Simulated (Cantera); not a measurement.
Charge: 1 mol toluene, 7.8 mol H₂, at 10.0 Torr.

These are equilibrium values from Cantera (NASA tables, ideal gas, pure condensed phases), not measurements of a reactor. Candidate condensed phases: C, C₆H₆, C₇H₈, C₈H₁₈; 76 gas species. Equilibrium is a limit: real reactors are often held back by kinetics, nucleation or transport.

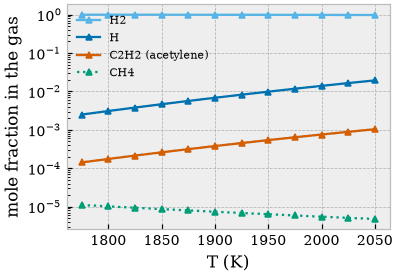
Fig. 1. Equilibrium gas composition (values under 1e-9 drawn at 1e-9)

Read off the mole fractions at 1925 K.

H₂ about 0.99, H about 0.0082, C₂H₂ (acetylene) about 0.00045, CH₄ about 6.8e-6.
